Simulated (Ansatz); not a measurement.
A series of calculations on TaH2SClF4

### Relaxation

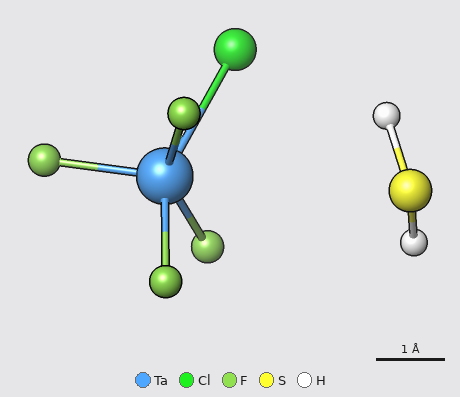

This is the input geometry for a relaxation of TaH$_{2}$SClF$_{4}$. The picture is a ball-and-stick view, seen at a tilt.

The run prepares an end point of a later path (reaction) calculation, from a guessed geometry.

Method: RKS B3LYP/def2-SVP in Ansatz.

Input file:
```yaml
crystal:
  periodic: [false, false, false]
  atoms:
    - { symbol: Ta, position_ang: [-0.166596, 0.238386, 0.098981] }
    - { symbol: Cl, position_ang: [2.267582, 0.341623, 0.184382] }
    - { symbol: F, position_ang: [-0.137445, 0.581205, 1.944476] }
    - { symbol: F, position_ang: [0.050596, -0.936549, -1.355962] }
    - { symbol: F, position_ang: [-0.627542, 1.852815, -0.672356] }
    - { symbol: F, position_ang: [-1.830278, -0.587401, 0.373131] }
    - { symbol: S, position_ang: [1.171874, -2.927716, 1.435839] }
    - { symbol: H, position_ang: [1.17378, -3.445298, 0.184304] }
    - { symbol: H, position_ang: [2.198729, -2.053866, 1.130606] }
basis:
  gaussian: { orbitals: def2-SVP }
hamiltonian:
  xc: b3lyp
relax:
  f_tol: 0.03
  max_steps: 50
```

Command:
```bash
ansatz run input.yaml --threads 4 --pin off --max-ram 5120MiB --backend cpu --events-out ev --progress --plain --runs-dir out
```

### Where does the relaxation end?

The atom that moves furthest after the best rigid fit is S7 (0.60 Å). By element the largest moves are S 0.60 Å, H 0.40 Å, F 0.29 Å, Cl 0.28 Å, Ta 0.25 Å. Some distances before and after: Ta1–S7 3.688 → 2.890 Å, Ta1–Cl2 2.438 → 2.360 Å, S7–H9 1.382 → 1.354 Å, Ta1–F5 1.848 → 1.858 Å. New bonds form, among them: Ta1–S7 (3.69 → 2.89 Å). Bond angles that change, for instance: Cl2–Ta1–F6 153.9° → 163.9°, F5–Ta1–F6 103.0° → 97.4°, F3–Ta1–F4 150.7° → 156.0°. The energy falls by 35.6 kJ/mol in 7 geometry steps. Largest force component: 1 eV/Å at the start, 0.025 eV/Å at the end.

History of the run:

```csv
step,"E − E(0), kJ/mol","largest force component, eV/Å"
0,0.00,1.0311
1,-13.26,0.5875
2,-23.86,0.6081
3,-32.57,0.7076
4,-34.81,0.1029
5,-35.37,0.1115
6,-35.54,0.0362
7,-35.60,0.0250
```

Final geometry:

```xyz
9

Ta   -0.0069    0.0560    0.1371
Cl    2.2934    0.5716    0.0187
F     0.0287    0.4332    1.9862
F     0.1944   -1.0079   -1.4153
F    -0.6843    1.6373   -0.5653
F    -1.6607   -0.8171    0.4141
S     0.8345   -2.4582    1.2860
H     0.9357   -3.1336    0.1161
H     2.1659   -2.2181    1.3458
```

After the run, drawn alike:

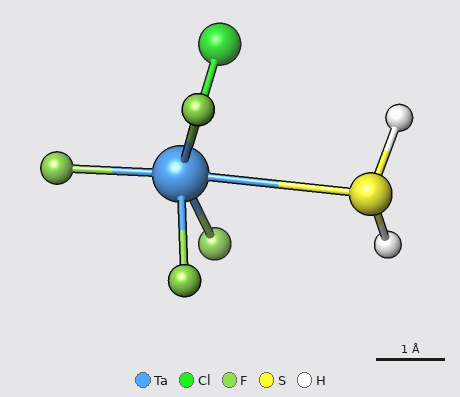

Limits of the set-up: the start holds two separate molecules, 2.6 Å apart at their closest, whose relative position is a soft coordinate and is computed without a dispersion correction.

### Relaxation

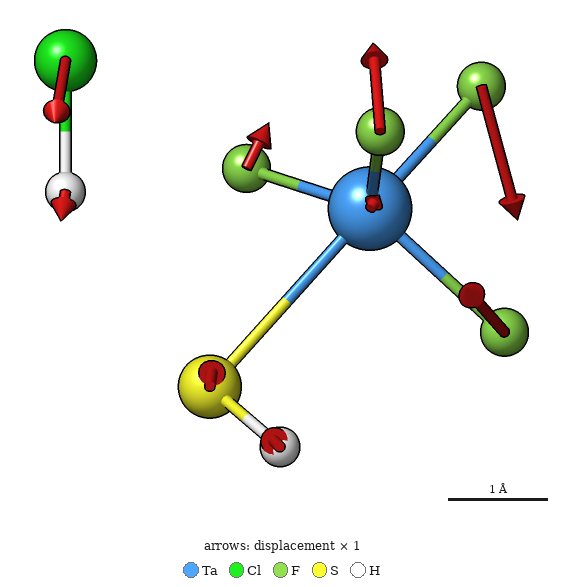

This is a relaxation of TaH2SClF4. The starting structure is drawn; red arrows show the displacements, at their true length. The two geometries are superimposed by the best rigid fit.

Style: ball-and-stick. Shown at a tilt.

The run prepares an end point of a later path (reaction) calculation, from a guessed geometry.

These are results of RKS B3LYP/def2-SVP in Ansatz, not measurements. Settings: no spin polarisation; force threshold 0.03 eV/Å; at most 50 steps.

**What did the optimiser do to the structure, and how much energy did it gain?**

The largest moves after the best rigid fit, 1.49 Å, are those of F atoms. Largest moves by element: F 1.49 Å, Cl 1.26 Å, S 0.62 Å, H 0.58 Å, Ta 0.22 Å. Some distances before and after: S–Ta 2.489 → 2.416 Å, Cl–H 1.337 → 1.297 Å, F–Ta 1.894 → 1.864 Å, F–Ta 1.862 → 1.890 Å. Bond angles that change, for instance: F–Ta–S 164.4° → 116.2°, F–Ta–F 127.0° → 169.8°, F–Ta–F 125.8° → 92.3°. After 27 accepted moves (29 points after the start) the energy has fallen by 0.310 eV. Largest force component: 0.89 eV/Å at the start, 0.021 eV/Å at the end. The line search rejected the trial steps at points 1, 6 of the run. The forces were under the threshold at step 8, but the run went on from there. Cost: 76 s on 4 threads of Arm Neoverse V2 (shared host), peak memory 0.38 GiB.

Limits of the set-up: the start holds two separate molecules, 2.6 Å apart at their closest, whose relative position is a soft coordinate and is computed without a dispersion correction.

### Path

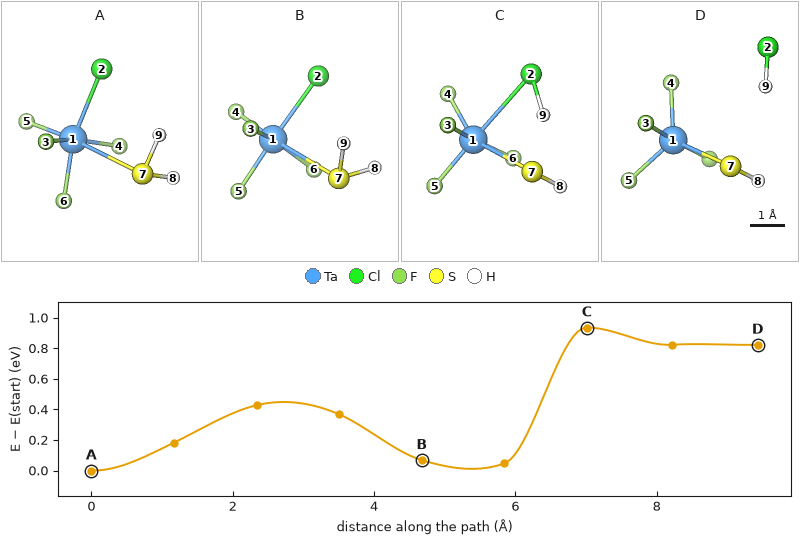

A nudged-elastic-band calculation for TaH2SClF4. Images are numbered from 0 (start) to 8 (end). Frames A to D are images 0, 4, 6, 8. Style: ball-and-stick. Shown at a tilt.

Computed with RKS B3LYP/def2-SVP in Ansatz 0.2.0. Set-up: 7 movable images; climbing image; force threshold 0.03 eV/Å; iteration limit 60; starting path through a guess of the saddle point.

Q: Describe the mechanism and the energy profile.

A: Forward barrier 0.94 eV, backward barrier 0.11 eV, with image 6 at the top; the reaction energy is +0.82 eV. The path has more than one stage, and so few images may leave a stage unresolved. Breaking: S7–H9 (1.35 → 1.78 at the top → 2.65 Å), Ta1–Cl2 (2.36 → 2.71 at the top → 4.19 Å). Forming: Cl2–H9 (3.09 → 1.48 at the top → 1.30 Å). The band converged in 22 iterations. The largest component of the band force went from 5.6 to 0.03 eV/Å. The climbing image converged on the top of the path. Its vibrational analysis gives one imaginary mode (394i cm⁻¹), as a transition state must have.

The run took 6.5 min on 4 threads of Arm Neoverse V2, with other jobs on the host, peak memory 0.39 GiB.
